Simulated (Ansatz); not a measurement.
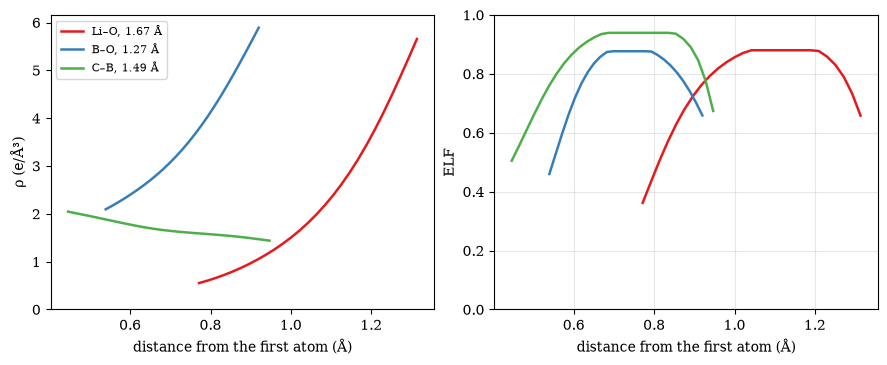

The picture shows: CBLiO (SMILES [Li][O][B-]#[C+]) (triplet). Electron density and electron localisation function along straight lines between neighbouring atoms. The curves leave out the atomic cores.

Geometry: r2SCAN-D4/def2-TZVP.

Level of theory: isolated molecule in a Gaussian basis; Kohn-Sham density functional theory, functional PBE0 in Ansatz 0.2.0.

**What kind of bonding do the profiles show?**

Li–O (1.67 Å): ρ at the midpoint is about 0.72 e/Å³; the ELF peaks at about 0.90 in the valence shell of O, 0.6 Å from its nucleus, and falls to about 0.30 next to Li (an ionic contact with no shared pair).
B–O (1.27 Å): ρ is about 2.6 e/Å³ halfway; the ELF peaks at about 0.90 between the atoms, as expected for a polar covalent bond.
C–B (1.49 Å): ρ is about 1.6 e/Å³ halfway; the ELF peaks at about 0.95 between the atoms: localised, covalent bonding.
